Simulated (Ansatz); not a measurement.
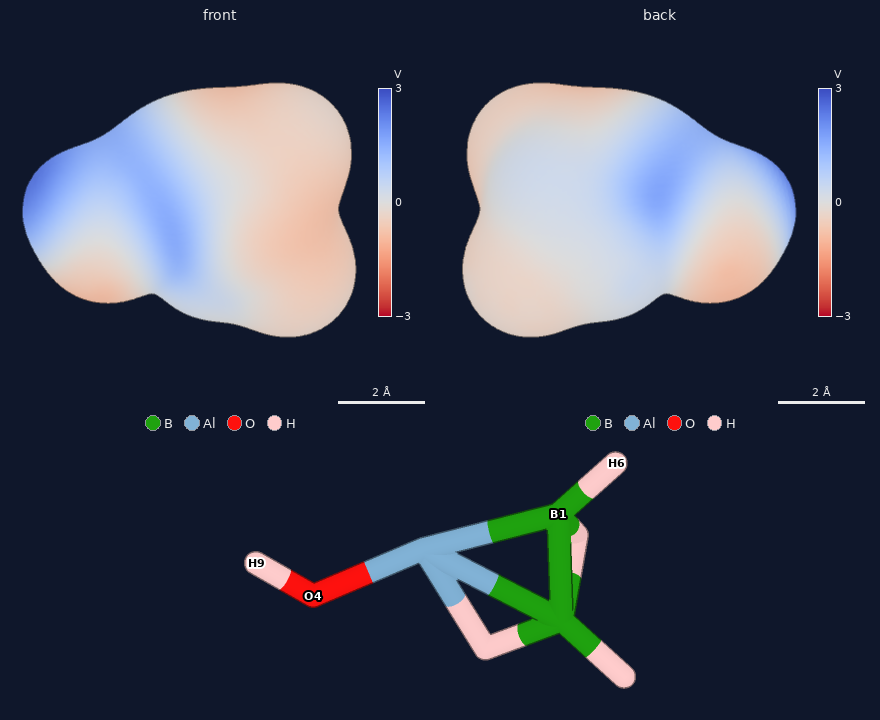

The picture shows: AlB$_{2}$H$_{5}$O. The electrostatic potential painted on the density surface at 0.001 e/bohr³, seen from the front and from behind; red is negative and blue positive. The bare structure is drawn below in the same view.

Geometry: PBE0-D4/def2-TZVP.

All numbers below come from Ansatz 0.2.0, RKS PBE0-D4/def2-TZVPP.

Input file:

```
crystal:
  periodic: [false, false, false]
  atoms:
    - {symbol: B, position_ang: [0.872678, 0.611698, -0.094173]}
    - {symbol: Al, position_ang: [-0.853862, -0.306636, 0.173832]}
    - {symbol: B, position_ang: [1.232193, -0.691433, 0.825802]}
    - {symbol: O, position_ang: [-2.285508, -0.990528, 0.746086]}
    - {symbol: H, position_ang: [0.333680, -1.577660, 0.896897]}
    - {symbol: H, position_ang: [1.481036, 1.558837, -0.463195]}
    - {symbol: H, position_ang: [1.411532, -0.567524, -0.523049]}
    - {symbol: H, position_ang: [2.215648, -1.057106, 1.399581]}
    - {symbol: H, position_ang: [-3.168923, -0.750475, 0.473639]}
basis:
  gaussian: {orbitals: def2-TZVPP}
hamiltonian: {xc: pbe0, dispersion: d4}
output: {orbitals: {seedname: orbitals}}
```

Launched as:

```sh
ansatz run in.yaml --threads 2 --pin off --events-out ev --progress --plain --max-ram 4352MiB
```

Where is the surface potential most negative and most positive?

Answer. The most negative region (about −0.9 V, or −21 kcal/mol for a unit charge) lies over O4, the most positive (about +2.3 V, or +53 kcal/mol for a unit charge) over H9.
